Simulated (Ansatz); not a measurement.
**One shape, several levels: AlH3 (SMILES [H][Al]([H])[H])**

We compute a comparison of 5 runs (HF/3-21G, B3LYP/6-31G*, PBE0/def2-SVP, PBE/6-311G**, MP2/6-31G*) of AlH3. 

Program for the calculation: Ansatz 0.2.0.

10 further runs of the same task are left out: 4 for a known fault of the program, 4 that didn't finish, 2 set aside as unsound or not needed.

### 1 The molecule

AlH3: 4 atoms, total charge 0, spin state singlet. SMILES: `[H][Al]([H])[H]`. Geometry: a GFN2-xTB relaxation, a rough one for these elements and not checked as a minimum.

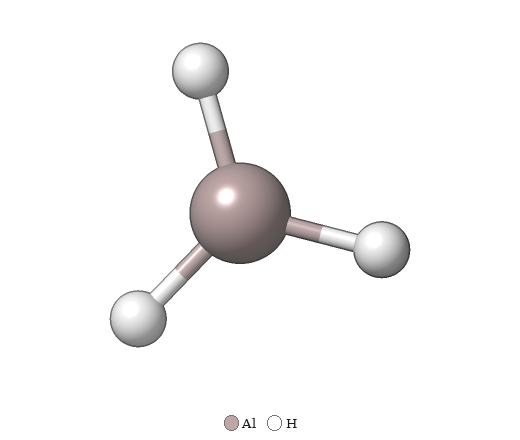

The structure, seen from a chosen angle (aluminium light grey, hydrogen white).

### 2 Energy and forces at HF/3-21G (run 1)

Input file job.yaml:

```yaml
crystal:
  periodic: [false, false, false]
  atoms:
    - symbol: Al
      position_ang: [-0.000010, -0.000020, 0.000020]
    - symbol: H
      position_ang: [1.552650, -0.030520, 0.014610]
    - symbol: H
      position_ang: [-0.749810, 1.359840, -0.019120]
    - symbol: H
      position_ang: [-0.802830, -1.329300, 0.004480]
basis:
  gaussian:
    orbitals: 3-21G.json
output:
  forces: true
  orbitals: {seedname: orbitals}
accuracy: high
hamiltonian:
  xc: hf
```

The basis set 3-21G is read from a file made from the Basis Set Exchange's data (not shown).

Command:

```
$ ansatz run job.yaml --threads 1 --pin off --max-ram 3480MiB --events-out events.jsonl --progress --plain --runs-dir runs
```

The log of the run:

```text
Warning: RAYON_NUM_THREADS=1 ignored (pool sized by the plan → 1); use --threads N
Functional definition: HF
  name "HF"
  exchange = exact_x
  correlation = 0
374 factors; integrals over basis functions are off by at most 2.8e-9 eV
mean field evaluation 1: about -6592.5885 eV, gradient 6.2e0 eV
mean field evaluation 2: about -6592.5904 eV, gradient 6.3e0 eV
mean field evaluation 4: about -6592.8361 eV, gradient 1.4e-1 eV
mean field evaluation 8: about -6592.8362 eV, gradient 9.3e-5 eV
mean field -6592.83624219 eV, -242.2822631156 hartree, gradient 6.1e-8 eV, S^2 0.000000; 0 other end points of the search recorded, 0 dependent functions left out
the calculation of the forces begins
reference -6592.83624219 eV, -242.2822631156 hartree; 8, 8 occupied and 11, 11 virtual orbitals, 374 factors
Total energy: -6592.83624219 eV, -242.2822631156 hartree
Atom 0 at    -0.000010    -0.000020     0.000020 Å, force     0.001206     0.001151    -0.000133 eV/Å
Atom 1 at     1.552650    -0.030520     0.014610 Å, force     0.740785    -0.014542     0.007020 eV/Å
Atom 2 at    -0.749810     1.359840    -0.019120 Å, force    -0.357965     0.649390    -0.009080 eV/Å
Atom 3 at    -0.802830    -1.329300     0.004480 Å, force    -0.384026    -0.635999     0.002194 eV/Å
Dipole moment:    -0.000015    -0.000034     0.000037 e Å
```

It took 0.12 s on 1 thread of Arm Neoverse V2, shared host.

### 3 Energy and forces at B3LYP/6-31G(d) (Cartesian functions) (run 2)

Input file molecule.yaml:

```yaml
crystal:
  periodic: [false, false, false]
  atoms:
    - {symbol: Al, position_ang: [-0.000010, -0.000020, 0.000020]}
    - {symbol: H, position_ang: [1.552650, -0.030520, 0.014610]}
    - {symbol: H, position_ang: [-0.749810, 1.359840, -0.019120]}
    - {symbol: H, position_ang: [-0.802830, -1.329300, 0.004480]}
basis:
  gaussian:
    orbitals: "6-31G*"
hamiltonian:
  xc: {name: B3LYP}
accuracy: high
output: {forces: true, orbitals: {seedname: orbitals}}
```

Command:

```
$ ansatz run molecule.yaml --threads 1 --pin off --max-ram 3480MiB --events-out events.jsonl --progress --plain --runs-dir runs
```

The log of the run, cut to the lines that bear on the results:

```text
Warning: RAYON_NUM_THREADS=1 ignored (pool sized by the plan → 1); use --threads N
Functional definition: B3LYP
  name "B3LYP"
[...]
471 factors; integrals over basis functions are off by at most 2.5e-9 eV
[...]
mean field -6645.11879586 eV, -244.2036115245 hartree, gradient 4.0e-9 eV, S^2 0.000000; 0 other end points of the search recorded, 0 dependent functions left out
[...]
reference -6645.11883107 eV, -244.2036128184 hartree; 8, 8 occupied and 17, 17 virtual orbitals, 471 factors
Total energy: -6645.11883107 eV, -244.2036128184 hartree
Atom 0 at    -0.000010    -0.000020     0.000020 Å, force     0.001124     0.001084    -0.000127 eV/Å
Atom 1 at     1.552650    -0.030520     0.014610 Å, force     0.536716    -0.010540     0.005096 eV/Å
Atom 2 at    -0.749810     1.359840    -0.019120 Å, force    -0.259405     0.470608    -0.006570 eV/Å
Atom 3 at    -0.802830    -1.329300     0.004480 Å, force    -0.278435    -0.461152     0.001601 eV/Å
Dipole moment:    -0.000017    -0.000032     0.000029 e Å
```

It took 1.1 s on 1 thread of Arm Neoverse V2, shared host.

Runs 3 to 4 aren't shown in full; the table further down has their settings and results.

### 4 Energy and forces at MP2/6-31G(d) (spherical functions) (run 5)

Input file input.yaml:

```yaml
crystal:
  periodic: [false, false, false]
  atoms:
    - {symbol: Al, position_ang: [-0.000010, -0.000020, 0.000020]}
    - {symbol: H, position_ang: [1.552650, -0.030520, 0.014610]}
    - {symbol: H, position_ang: [-0.749810, 1.359840, -0.019120]}
    - {symbol: H, position_ang: [-0.802830, -1.329300, 0.004480]}
basis:
  gaussian:
    orbitals: 6-31G_st_-spherical.json
correlation:
  method: mp2
  frozen_orbitals: {Al: 5, H: 0}
accuracy: high
output: {forces: true, orbitals: {seedname: orbitals}}
```

The basis set 6-31G* is read from a file made from the Basis Set Exchange's data (not shown).

Command:

```
$ ansatz run input.yaml --threads 1 --pin off --max-ram 3480MiB --events-out events.jsonl --progress --plain --runs-dir runs
```

The log of the run, cut to the lines that bear on the results:

```text
Warning: RAYON_NUM_THREADS=1 ignored (pool sized by the plan → 1); use --threads N
[... 2 set-up lines as earlier in the session ...]
[...]
453 factors; integrals over basis functions are off by at most 3.6e-9 eV
[...]
mean field -6629.09237850 eV, -243.6146515496 hartree, gradient 1.0e-8 eV, S^2 0.000000; 0 other end points of the search recorded, 0 dependent functions left out
5 core orbitals not correlated: weight in the atoms' cores, before any rotation towards them, 1.000 or more for the frozen orbitals, at most 0.000 for the correlated occupied ones
reference -6629.09237850 eV, -243.6146515496 hartree; 3, 3 occupied and 16, 16 virtual orbitals, 453 factors
second order -1.42972576 eV of doubles, -0.00000000 eV of singles
[...]
Total energy: -6630.52210426 eV, -243.6671930022 hartree
Atom 0 at    -0.000010    -0.000020     0.000020 Å, force     0.001176     0.001135    -0.000136 eV/Å
Atom 1 at     1.552650    -0.030520     0.014610 Å, force     0.569416    -0.011181     0.005407 eV/Å
Atom 2 at    -0.749810     1.359840    -0.019120 Å, force    -0.275204     0.499277    -0.006970 eV/Å
Atom 3 at    -0.802830    -1.329300     0.004480 Å, force    -0.295388    -0.489232     0.001699 eV/Å
Dipole moment:    -0.000017    -0.000032     0.000032 e Å
```

Run time: 0.26 s. Hardware: 1 thread of Arm Neoverse V2, shared host.

### 5 All runs side by side

```csv
run,level,Cartesian functions,frozen core orbitals,energy (Eh),dipole moment (D),HOMO energy (eV),LUMO energy (eV),wall time
1,HF/3-21G,no,–,-242.282263,0.00,-11.70,0.89,0.12 s
2,B3LYP/6-31G* (Cartesian functions),yes,–,-244.203613,0.00,-8.40,-1.90,1.1 s
3,PBE0/def2-SVP,no,–,-243.990964,0.00,-8.60,-1.70,1.1 s
4,PBE/6-311G**,no,–,-244.045649,0.00,-7.33,-2.51,1.3 s
5,MP2/6-31G* (spherical functions),no,5,-243.667193,0.00,-11.78,0.94,0.26 s
```

### 6 Results

| quantity | value |
| --- | --- |
| run 5: total energy | -243.66719 Eh |
| run 5: dipole moment (correlated density) | 0.00 D |
| run 5: HOMO energy (Hartree–Fock orbitals) | -11.78 eV |
| run 5: LUMO energy (Hartree–Fock orbitals) | 0.94 eV |
| run 5: HOMO–LUMO gap (Hartree–Fock orbitals) | 12.72 eV |
| run 5: correlation energy (5 core orbitals frozen) | -52.5 mEh |
| run 5: largest force on an atom | 0.571 eV/Å |

**Reading.** Over runs 1, 2, 3, 4 the HOMO–LUMO gap runs from 4.82 eV (PBE/6-311G**) to 12.59 eV (HF/3-21G). The two ends differ in method and basis. Totals of different functionals can't be ranked against each other. All runs together took 3.8 s, the longest 1.3 s.
